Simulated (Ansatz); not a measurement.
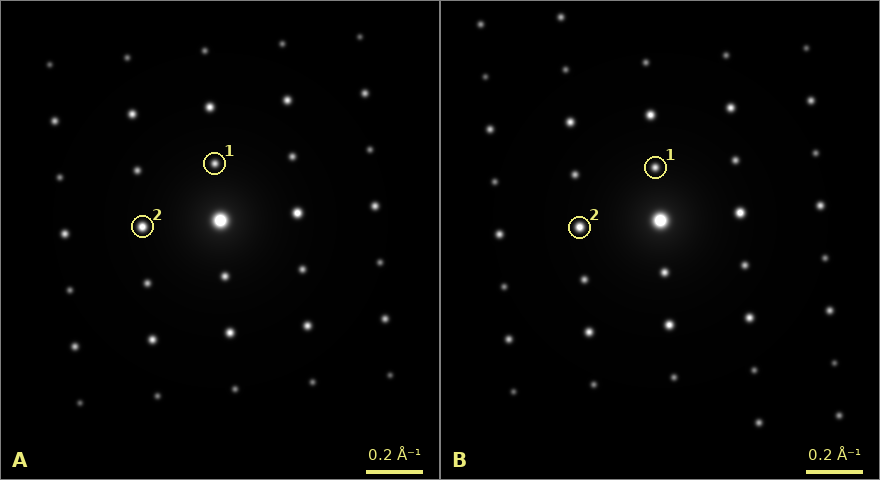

Kinematic electron diffraction patterns (120 kV, B = 0.5 Å², same scale) along [110] of the run's own cell, for the start and the end of one relaxation of RbNa with DFT PBE, scalar-relativistic, plane waves, PAW (Ansatz). k mesh 12×12×10. The start is a generated model structure, and the relaxation ends in the nearest stationary point of its symmetry, not necessarily the ground state. Spot 1 is 0 0 -1 and spot 2 is -1 1 0 in both.

Start structure:

```
Rb Na
1.0
     4.85419    0.00000    0.00000
     0.00000    4.85419    0.00000
     0.00000    0.00000    5.24668
Rb Na
1 1
Cartesian
  2.4271 2.4271 2.6233
  0.0000 0.0000 0.0000
```

Question: Which pattern belongs to the start structure, and which to the relaxed one?

Answer: B is the start: its cell gives d(1) = 5.247 Å, d(2) = 3.432 Å and an angle of 90.0°. A is the relaxed structure, with d(1) = 4.884 Å (-6.9 %), d(2) = 3.552 Å (+3.5 %) and 90.0°.

Question: What did the relaxation do to the structure and the energy?

Answer: The volume changed by -0.3 % to 61.60 Å³ an atom; the fractional coordinates hardly changed; the space group stayed P4/mmm (No. 123); the free energy fell by 1.2 meV an atom. Relaxed cell: a = 5.023 Å, b = 5.023 Å, c = 4.884 Å, α = 90.00°, β = 90.00°, γ = 90.00°.
